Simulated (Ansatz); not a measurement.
# SiC wire along [110], 8 atoms a period, H-terminated: bands by functional and under strain, part 3 of 3

What gap, if any, does the SiC wire along [110], 8 atoms a period, H-terminated have, and how does it change with the functional and under strain?

Ansatz 0.2.0; DFT PBE, plane waves, PAW; relaxation of a wire's period; PAW set soft_1 (the session's first sound run).

So far, band gap (eV): step 3 (the wire at its relaxed period, PBE) 3.62; step 4 (another level of theory, cutoff 500 eV, k-mesh 1×1×20, r2SCAN PBE) 4.07; step 5 (levels at the same atoms, level HSE06, cutoff 420 eV, HSE06 PBE) 4.67.

### Step 6. Strain along the wire, period over the relaxed period 1.06 (continued)

Level of this step: DFT PBE, plane waves, PAW; relaxation at a fixed period; PAW set soft_1 (Ansatz).

The electronic bands at the labelled points (eV, zero at the Fermi level):

```tsv
point	band 17	band 18	band 19	band 20	band 21	band 22	band 23	band 24
Γ	-2.48	-2.31	-1.98	-1.73	1.71	2.88	3.04	3.27
Z	-3.32	-3.04	-3.00	-2.93	2.91	3.03	4.20	4.67
```

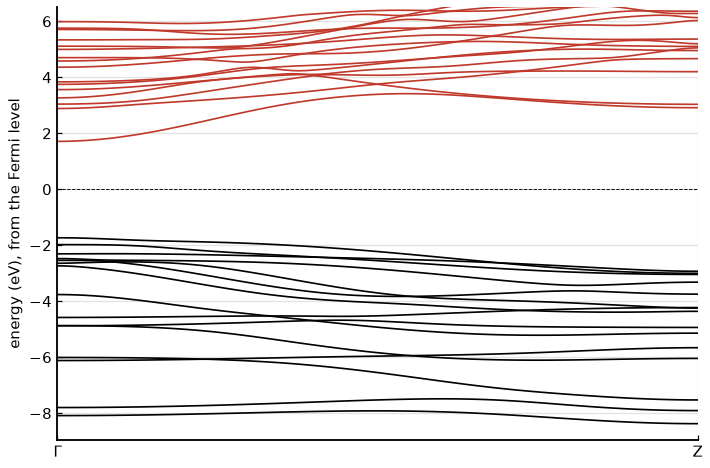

Electronic bands along the path; lines of filled and empty bands in two colours.

The gap is 3.44 eV, against 3.62 eV under PBE at the relaxed period.

### Step 7. At a strained period, period over the relaxed period 1.03

The period is set to 1.03 times the relaxed one and the atoms relax within it: strain changes bond lengths and angles, which shifts the bands against each other. Against the first PBE run of this kind, the mesh along the wire has 19 points against 26.

The cell differs from the one that the last finished run ended in (c 3.311 → 3.217 Å).

The input, input.yaml:

```yaml
crystal:
  lattice:
    - [13.77, 0.0, 0.0]
    - [0.0, 12.298, 0.0]
    - [0.0, 0.0, 3.2169480459]
  atoms:
    - { symbol: C, position: [0.388050516, 0.499984861, 0.0] }
    - { symbol: H, position: [0.406372524, 0.724886939, 0.0] }
    - { symbol: Si, position: [0.468968891, 0.624898796, 0.0] }
    - { symbol: Si, position: [0.468968891, 0.375070926, 0.0] }
    - { symbol: C, position: [0.705947135, 0.499984861, 0.0] }
    - { symbol: H, position: [0.753695758, 0.571958477, 0.0] }
    - { symbol: H, position: [0.753695758, 0.428011245, 0.0] }
    - { symbol: H, position: [0.245995454, 0.598369488, 0.5] }
    - { symbol: H, position: [0.245995454, 0.401600234, 0.5] }
    - { symbol: Si, position: [0.310330618, 0.499984861, 0.5] }
    - { symbol: C, position: [0.546331611, 0.622990244, 0.5] }
    - { symbol: C, position: [0.546331611, 0.376979478, 0.5] }
    - { symbol: H, position: [0.591229374, 0.697504142, 0.5] }
    - { symbol: H, position: [0.591229374, 0.30246558, 0.5] }
    - { symbol: Si, position: [0.629379783, 0.499984861, 0.5] }
    - { symbol: H, position: [0.406372524, 0.275082783, 0.0] }
kpoints:
  mp_grid: { grid: [1, 1, 19] }
  band_path: { path: ["Γ", Z], npoints: 90 }
scf:
  occupations: { method: fermi_dirac, width: 0.05 }
hamiltonian:
  xc: pbe
  pseudopotentials: { kind: paw, azcp: { folder: soft_1 } }
relax:
  max_steps: 40
  f_tol: 0.02
output:
  stress: true
```

Run with:

```sh
$ ansatz run input.yaml --threads 4 --pin off --max-ram 16384MiB --backend cpu --events-out ev --progress --plain --runs-dir out
```

Numbers of over 12 decimals in the logs are rounded to 6 here.

Output:

```text
[...]
Crystal: 16 atoms, lattice volume = 544.769 Å³
Basis set: ecut = 420 eV, 10713 PW (Γ), exchange–correlation on 192×180×48 points (8 copies of the dense FFT grid, shifted against one another)
Bands: 36, of which v1, the nominal top of the filled ones, is band 20 counted from 1 (19 counted from 0)
Symmetry: 4 space group operations
[...]
- { symbol: H, position: [0.248507, 0.401502, 0.5] }
    - { symbol: Si, position: [0.312618, 0.499984861, 0.5] }
    - { symbol: C, position: [0.545306, 0.623028, 0.5] }
    - { symbol: C, position: [0.545306, 0.376942, 0.5] }
    - { symbol: H, position: [0.590477, 0.697372, 0.5] }
    - { symbol: H, position: [0.590477, 0.302598, 0.5] }
    - { symbol: Si, position: [0.628499, 0.499984861, 0.5] }
    - { symbol: H, position: [0.407509, 0.274819, 0.0] }
[key lines of the parts left out:]
SCF converged after 2 iterations
Free energy (F): -3675.991658 eV
Fermi energy:    -1.464843 eV
P = ⅓ Tr σ = -0.6866 GPa (-6.866 kbar)
```

Wall time 46 s (4 threads of Arm Neoverse V1, shared host); peak memory 1.4 GiB.

Relaxation path:

```tsv
step	energy less that of the first step (eV)	largest force component (eV/Å)
1	0.0000	0.3612
2	-0.0150	0.1599
3	-0.0168	0.0152
4	-0.0168	0.0152
```

The run keeps the 4 symmetry operations that it works with, so distortions that break them were not tested.

The atoms that moved most (Å):

```tsv
atom	dx	dy	dz	length
C5	-0.035	0.000	0.000	0.035
H8	0.035	0.001	0.000	0.035
H9	0.035	-0.001	0.000	0.035
Si10	0.031	0.000	0.000	0.031
H6	-0.031	-0.002	0.000	0.031
H7	-0.031	0.002	0.000	0.031
H2	0.016	0.003	0.000	0.016
H16	0.016	-0.003	0.000	0.016
```

Final coordinates:

```xyz
16
Lattice="13.7700 0.0000 0.0000 0.0000 12.2980 0.0000 0.0000 0.0000 3.2169" Properties=species:S:1:pos:R:3
C     5.3514    6.1488    0.0000
H     5.6114    8.9179    0.0000
Si    6.4673    7.6847    0.0000
Si    6.4673    4.6130    0.0000
C     9.6858    6.1488    0.0000
H    10.3470    7.0321    0.0000
H    10.3470    5.2655    0.0000
H     3.4219    7.3600    1.6085
H     3.4219    4.9377    1.6085
Si    4.3047    6.1488    1.6085
C     7.5089    7.6620    1.6085
C     7.5089    4.6356    1.6085
H     8.1309    8.5763    1.6085
H     8.1309    3.7213    1.6085
Si    8.6544    6.1488    1.6085
H     5.6114    3.3797    0.0000
```

Numbers from this step:

```
band gap : 3.594 eV
```

Electronic bands along the path, in eV, zero at the Fermi level:

```tsv
point	band 17	band 18	band 19	band 20	band 21	band 22	band 23	band 24
Γ	-2.63	-2.49	-2.33	-1.80	1.79	2.80	3.02	3.42
Z	-3.56	-3.42	-3.37	-3.10	2.63	2.73	3.92	4.32
```

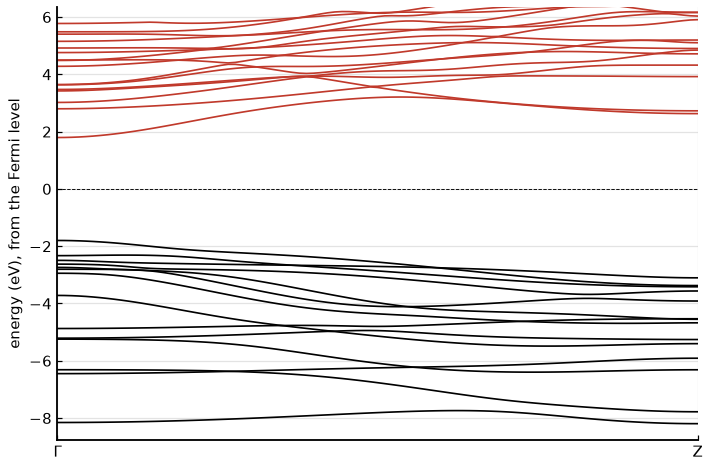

Electronic bands along the path; lines of filled and empty bands in two colours.

The gap is 3.59 eV, against 3.62 eV under PBE at the relaxed period.

### Step 8. What came out

```yaml
cell_length_pbe: 3.123 Å
gap_pbe: 3.62 eV
gap_r2scan: 4.07 eV
gap_hse06: 4.67 eV
gap_period_scaled_by_1p06: 3.44 eV
gap_period_scaled_by_1p03: 3.59 eV
```

What this shows: Under PBE the cell's length is 3.12 Å, and a gap of 3.62 eV makes it a semiconductor. At the relaxed period the wire is gapped under every functional, from 3.62 eV (PBE) to 4.67 eV (HSE06). Weak screening in one dimension makes quasiparticle gaps larger than the semilocal gaps, as a rule. Strain matters: under PBE the gap goes from 3.62 eV to 3.59 eV at 1.03 times the period and 3.44 eV at 1.06 times the period. Plain hydrogen on a compound's surface is a simple closure: it may leave surface states, and facets that end in unlike atoms put a field across the wire, both of which shrink the gap. A hybrid's gap is read on a coarse mesh, without a band path.

[Logs are printed without paths, hosts, clocks, repeated set-up lines and the standing remarks that a program may print on its own settings, such as how far it seeks lower states.]

[Hosts, paths, dates, database ids (printed as entryN), source tags and the programs' standing remarks are cut or masked in the printed files.]
